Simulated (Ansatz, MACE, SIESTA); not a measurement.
# Random packing of 35PbO-65B2O3 (mol %) (67 atoms): one structure in several programs

Aim: run random packing of 35PbO-65B2O3 (mol %) (67 atoms) in several programs and set results and cost side by side. A plane-wave run serves as the reference.

Main program and level: Ansatz 0.2.0; Kohn-Sham DFT, PBE, PAW, plane waves.

## (1) The starting structure

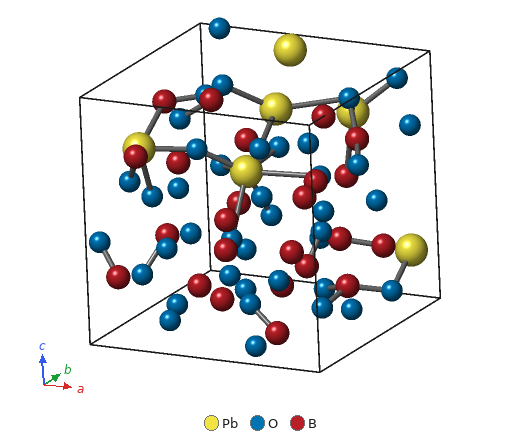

Start, viewed slightly off an axis; lead yellow, oxygen blue, boron red. Bonds to atoms that aren't drawn are left out. Some periodic images of atoms are drawn too.

The cell holds 67 atoms: 6 Pb, 39 O and 22 B. Cell: a = 9.376 Å, b = 9.376 Å, c = 9.376 Å, α = 90.0°, β = 90.0°, γ = 90.0°. 67 atoms (6 Pb, 39 O, 22 B) packed at random in a cube at 4.24 g/cm³ and pushed apart as soft spheres, cations and anions kept from their own kind; a start for melting by ab initio MD, not an equilibrated structure. Then every atom was moved at random, 0.03 Å r.m.s. a Cartesian component.

## (2) Plane-wave reference

The PAW files are the set soft_2.

input.yaml reads:

```yaml
crystal:
  lattice:
    - [9.3758, 0.0, 0.0]
    - [0.0, 9.3758, 0.0]
    - [0.0, 0.0, 9.3758]
  atoms:
    - { symbol: Pb, position: [0.69208, 0.9264, 0.74006] }
    - { symbol: Pb, position: [0.41744, 0.55212, 0.58103] }
    - { symbol: Pb, position: [0.88671, 0.99149, 0.18442] }
    - { symbol: Pb, position: [0.55127, 0.56569, 0.84565] }
    [... 57 atom lines left out ...]
    - { symbol: B, position: [0.84838, 0.66152, 0.72877] }
    - { symbol: B, position: [0.23145, 0.00563, 0.78483] }
    - { symbol: B, position: [0.69444, 0.23436, 0.05428] }
    - { symbol: B, position: [0.13671, 0.99818, 0.28884] }
    - { symbol: B, position: [0.87062, 0.05344, 0.45574] }
    - { symbol: B, position: [0.74706, 0.72226, 0.10458] }
kpoints:
  mp_grid: { grid: [1, 1, 1] }
hamiltonian:
  xc: pbe
scf:
  occupations: { method: fermi_dirac, width: 0.05 }
output:
  forces: true
  eigenvalues: true
```

Started as:

```bash
$ ansatz run input.yaml --threads 4 --pin off --max-ram 15872MiB --backend cpu --events-out ev --progress --plain --runs-dir out
```

Output:

```text
[...]
Pseudopotentials: kind: paw
Pseudopotential: Pb, paw, valence charge 14, recommended cutoff 420 eV (normal), Pb.paw.azcp
Pseudopotential: O, paw, valence charge 6, recommended cutoff 420 eV (normal), O.paw.azcp
Pseudopotential: B, paw, valence charge 3, recommended cutoff 420 eV (normal), B.paw.azcp
[... 5 lines on functional and potentials left out ...]
Crystal: 67 atoms, lattice volume = 824.186 Å³
Basis set: ecut = 420 eV, 16135 PW (Γ), exchange–correlation on 128×128×128 points (8 copies of the dense FFT grid, shifted against one another)
Bands: 259, of which v1, the nominal top of the filled ones, is band 192 counted from 1 (191 counted from 0)
Symmetry: 1 space group operations
Space group: P1 (ITA 1), of the structure as read, at distance tolerance 9.4e-5 Å
k-points: 1
[... 7 lines on functional and potentials left out ...]
Initial density: superposition of atomic densities (neutral atoms: chi_scale 0, normalization atom), corrected by the library's trained network
Initial wavefunctions: pseudopotential atomic-orbital guess
[...]
SCF iter   1: F=—  HF=-96852.146575 eV  |F-HF|=—  |Δ(HF+E_count)|=         —  Δρ=2.10e-2  dr2=5.49e0  ethr=1.77e-3  ⟨swp⟩=6.0  Hψ=1107  notcnv=0  defer=7
preconditioner: auto → LDOS  [metal: Δε(μ)=0.121 eV  Ē_g=11.446 eV  σ=0.050 eV  W_gap=0.43  n_scr=178 (ndim 8)  ℏωp=25.3 eV  f_vac=0.018  D(μ)=37.48/eV (n_scr^D=340)  β→1.0]
[...]
SCF iter  14: F=—  HF=-96851.793757 eV  |F-HF|=—  |Δ(HF+E_count)|=   7.36e-9  Δρ=4.18e-6  dr2=1.89e-7  ethr=1.32e-10  ⟨swp⟩=2.0  Hψ=293  notcnv=0  defer=43
SCF iter  15: F=-96851.793757 eV  HF=-96851.793757 eV  |F-HF|=2.64e-8  |Δ(HF+E_count)|=  6.40e-10  Δρ=1.92e-6  dr2=3.46e-8  ethr=2.60e-11  ⟨swp⟩=11.0  Hψ=1259  notcnv=0
SCF 1 converged in 15 iterations: F = -96851.793757 eV  dr2 = 3.46e-8
[...]
SCF converged after 15 iterations
Free energy (F): -96851.793757 eV
Harris-Foulkes:  -96851.793757 eV  (|F-HF|=2.64e-8)
Internal energy: -96851.402106 eV  (E = F + TS)
E sigma→0 (E₀):  -96851.597932 eV
Entropy (-TS):   -0.391652 eV (-5.846 meV/atom)
Fermi energy:    4.894390 eV
--- Per-component energies (eV) ---
[...]
Σ components = -96851.793757   (vs F -96851.793757, Δ=0.00e0)
--- Forces (eV/Å), atoms counted from 1 ---
  atom   1  Pb    -3.04332733    -2.37155372     0.39071450
  atom   2  Pb    -0.60740956     0.89383436    -4.50019619
  atom   3  Pb     2.04850058     1.90340661    -0.77938612
  atom   4  Pb     0.82296689    -0.16732016     0.51939122
[...]
atom  67  B     -0.62185856     1.00768491    -3.44603684
  max |Σ_I F_I| component: 3.43e-5 eV/Å
--- Band table (eV) ---
  k-point 0: bands = ["-17.1906", "-16.3219", "-15.8291", "-15.6535", [... 243 levels ...], "10.0097", "10.0925", "10.1163", "10.2476", "10.3242", "10.5124", "10.5975", "10.6609", "10.7008", "10.8401", "10.9353", "10.9479"]
```

Wall time 6.1 s (4 threads of Arm Neoverse V2, shared host); peak memory 0.95 GiB; 23 s of CPU time.

In the SCF lines HF is the Harris–Foulkes energy and dr2 the Hartree energy of the density residual, in eV; the loop may stop once dr2 is under the threshold and the program's other checks hold. Hψ counts applications of the Hamiltonian.

Read from the output:

```
free energy                             : -96851.7938 eV
free energy per atom                    : -1445.5492 eV/atom
SCF cycles                              : 15
r.m.s. force component                  : 2.527 eV/Å
longest force                           : 7.931 eV/Å
Fermi energy                            : 4.894 eV
levels partly filled by over 2 per cent : 9
```

Length of the force by element:

| element | coordination | atoms | mean length of the force (eV/Å) | spread | least | most |
| --- | --- | --- | --- | --- | --- | --- |
| B | all | 22 | 3.98 | 1.48 | 1.28 | 7.18 |
| O | all | 39 | 4.20 | 1.91 | 0.795 | 7.93 |
| Pb | all | 6 | 2.77 | 1.23 | 0.987 | 4.63 |

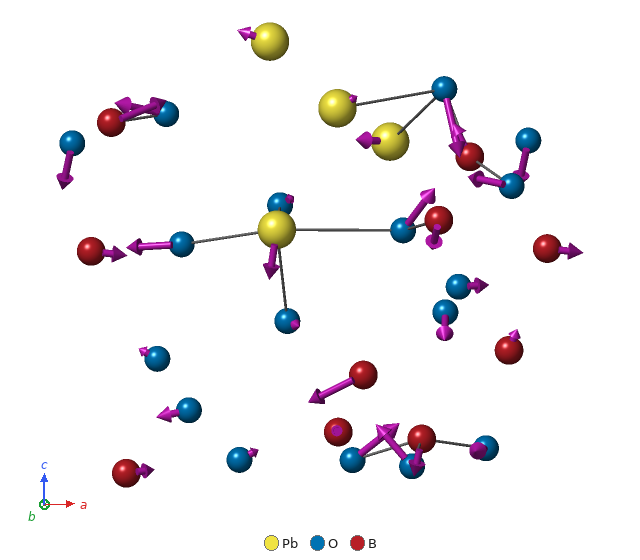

Forces as arrows; the longest in the cell is 7.93 eV/Å. Drawn is a slice 5 Å thick, seen along the normal of the ac plane. Bonds to atoms that aren't drawn are left out.

The levels nearest the highest filled one (over half full), pooled over k-points and spins:

| level less the highest filled one (eV) | occupation |
| --- | --- |
| -0.253 | 1.99 |
| -0.207 | 1.98 |
| -0.108 | 1.87 |
| -0.0933 | 1.82 |
| -0.0208 | 1.42 |
| 0 | 1.23 |
| 0.0337 | 0.899 |
| 0.0974 | 0.372 |
| 0.141 | 0.175 |
| 0.157 | 0.129 |
| 0.184 | 0.078 |
| 0.227 | 0.034 |

## (3) Structure statistics

Density 4.24 g/cm³, 12.30 Å³ an atom.

Pair distribution functions g(r), in bins of 0.2 Å:

| r (Å) | total | O-O | O-B | O-Pb | B-B | B-Pb | Pb-Pb |
| --- | --- | --- | --- | --- | --- | --- | --- |
| 1.30 | 0.08 | 0.00 | 0.22 | 0.00 | 0.00 | 0.00 | 0.00 |
| 1.50 | 0.46 | 0.00 | 1.20 | 0.00 | 0.00 | 0.00 | 0.00 |
| 1.70 | 0.72 | 0.00 | 1.89 | 0.00 | 0.00 | 0.00 | 0.00 |
| 1.90 | 0.48 | 0.00 | 1.27 | 0.00 | 0.00 | 0.00 | 0.00 |
| 2.10 | 0.98 | 0.09 | 1.55 | 3.17 | 0.29 | 0.00 | 0.00 |
| 2.30 | 1.42 | 1.74 | 1.08 | 1.59 | 2.31 | 0.00 | 0.00 |
| 2.50 | 1.40 | 1.58 | 1.28 | 1.55 | 1.30 | 1.14 | 0.00 |
| 2.70 | 1.27 | 1.60 | 1.00 | 0.97 | 0.96 | 2.12 | 2.37 |
| 2.90 | 0.99 | 0.98 | 0.91 | 1.79 | 0.63 | 0.89 | 0.00 |
| 3.10 | 0.99 | 1.13 | 0.79 | 0.87 | 0.97 | 1.74 | 0.00 |
| 3.30 | 0.96 | 0.83 | 0.99 | 0.77 | 1.09 | 1.56 | 1.75 |
| 3.50 | 0.89 | 1.02 | 0.78 | 0.58 | 1.42 | 0.61 | 0.00 |
| 3.70 | 0.93 | 1.00 | 0.95 | 0.73 | 0.59 | 1.07 | 2.59 |
| 3.90 | 0.92 | 0.85 | 1.00 | 1.10 | 0.80 | 0.81 | 0.00 |
| 4.10 | 1.13 | 0.97 | 1.39 | 0.83 | 0.81 | 1.48 | 1.12 |
| 4.30 | 0.87 | 0.78 | 0.99 | 0.90 | 0.95 | 0.53 | 0.00 |
| 4.50 | 1.04 | 1.15 | 1.03 | 1.11 | 0.80 | 0.73 | 0.87 |

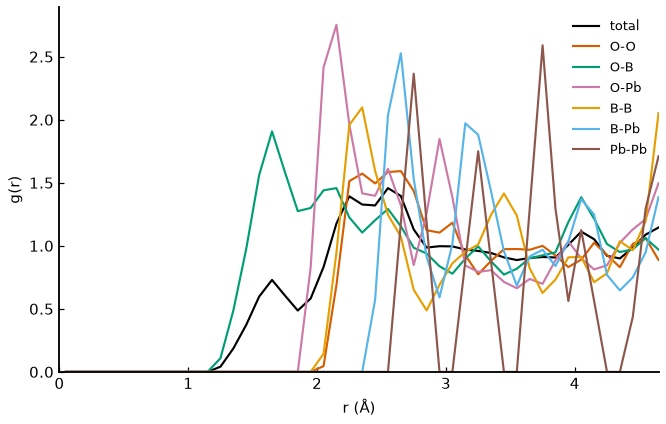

Pair distribution functions, lightly smoothed.

## (4) The other programs

The programs:
- MACE: machine-learned potential, published weights.
- SIESTA 5.4.2: numerical atomic orbitals, whose automatically made sets are far from complete, with PseudoDojo norm-conserving potentials that we converted to its format (checked against plane waves on the same files for H, C, O, Si, Ge and Ca alone); labels give functional, basis size, energy shift and mesh cutoff.

All use the same cell and atoms; the electronic-structure runs use the same k-mesh, and an electronic temperature of 580 K (0.05 eV) where levels are smeared.

Differences are against the plane-wave reference, forces as r.m.s. over components; share is that over the reference's r.m.s. force, slope the least-squares factor from reference forces to these. Total energies of different programs have different zeros and aren't compared.

| run | Δ force, r.m.s. (meV/Å) | share (%) | slope | cores | CPU time | memory (GiB) |
| --- | --- | --- | --- | --- | --- | --- |
| reference | - | - | - | 4 | 23 s | 0.95 |
| MACE MP-0b2 small potential | 668 | 26.4 | 0.913 | 4 | 6.3 s | 0.67 |
| SIESTA PBE, DZP, shift 0.01 Ry, mesh 350 Ry | 215 | 8.52 | 0.984 | 4 | 6 min | 1.6 |
| SIESTA PBE, SZ, shift 0.02 Ry, mesh 350 Ry (coarse) | 1191 | 47.1 | 0.752 | 4 | 1.8 min | 0.96 |

Rows marked coarse were listed beforehand as settings not expected to be converged; some can still land near the reference.

Times of the machine-learned potentials are mostly Python's start and the loading of weights.

CPU time is summed over cores on a shared host, where runs went side by side, so it is rough. Symmetry, cutoffs, thresholds, outputs and thread counts weren't matched or tuned between programs; memory under MPI is the largest rank's times the ranks.

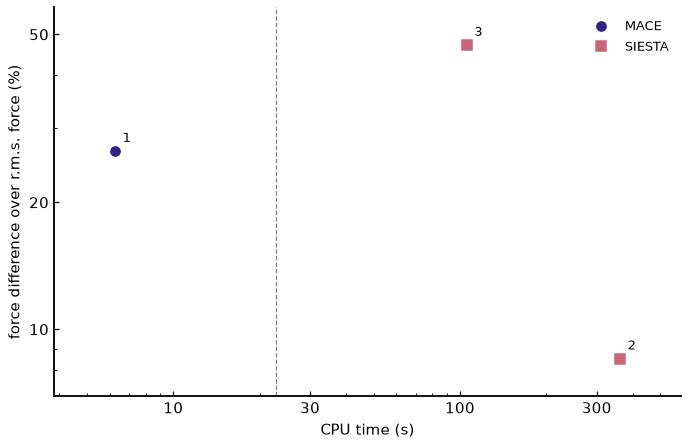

Force difference against CPU time; the dashed line marks the reference's time. Points: 1 MACE MP-0b2 small potential; 2 SIESTA PBE, DZP, shift 0.01 Ry, mesh 350 Ry; 3 SIESTA PBE, SZ, shift 0.02 Ry, mesh 350 Ry.

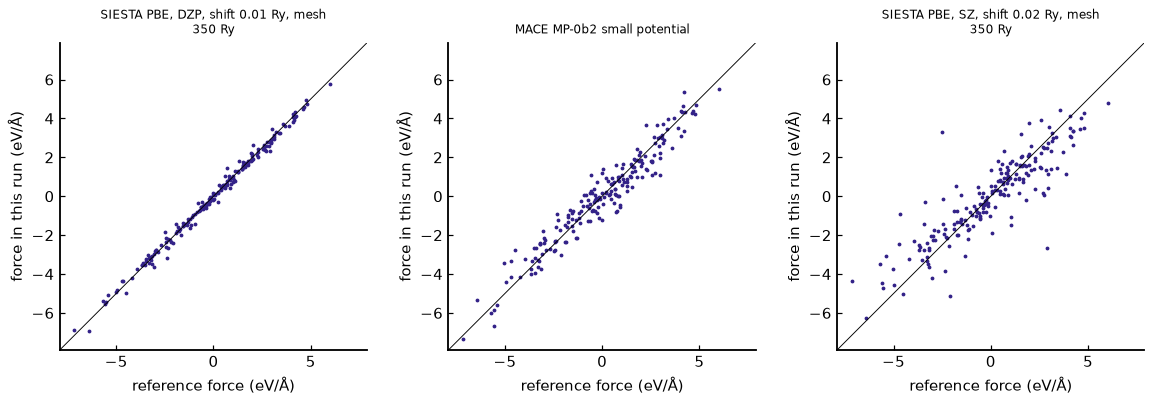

Force components against those of the reference; the line marks equality.

## (5) Summary of results

```json
{
 "reference r.m.s. force component": "2.53 eV/Å",
 "nearest in forces": "SIESTA PBE, DZP, shift 0.01 Ry, mesh 350 Ry, 8.5 %",
 "farthest in forces": "SIESTA PBE, SZ, shift 0.02 Ry, mesh 350 Ry (coarse), 47 %",
 "cheapest electronic-structure run beside the reference": "SIESTA PBE, SZ, shift 0.02 Ry, mesh 350 Ry, 1.8 min of CPU time"
}
```

**Reading.** The PBE run in local orbitals, coarse settings apart, differs by 8.5 % (SIESTA PBE, DZP, shift 0.01 Ry, mesh 350 Ry); basis, grid and potentials can all enter. Machine-learned potentials differ by 26 % (MACE MP-0b2 small potential); they were trained on other programs' data. Runs with settings chosen to be coarse differ by 47 % (SIESTA PBE, SZ, shift 0.02 Ry, mesh 350 Ry), their programs' other errors included. None of the electronic-structure runs in the table takes under half the reference's CPU time of 23 s; they take 4.6 to 16 times as much. In the reference: 9 levels are partly filled, by over 2 % (at Γ alone): at this level the cell shows no clear gap. Levels of broken or missing bonds inside a gap of the host would look the same. Machine-learned potentials mimic data converged in k, so the reference's own k-point error enters their differences. The electronic-structure runs sample only Γ, in a cell whose shortest periodic width is 9 Å, which is coarse for a cell with partly filled levels. Spin–orbit coupling is left out, which matters for the levels of the heavy elements.

[Also dropped from logs without a mark: logging warnings of Python, and SIESTA's first energy breakdown and zero terms.]

[Logs are printed without paths, hosts, clocks, repeated set-up lines and the standing remarks that a program may print on its own settings, such as how far it seeks lower states.]

[Hosts, paths, dates, database ids (printed as entryN), source tags and the programs' standing remarks are cut or masked in the printed files.]
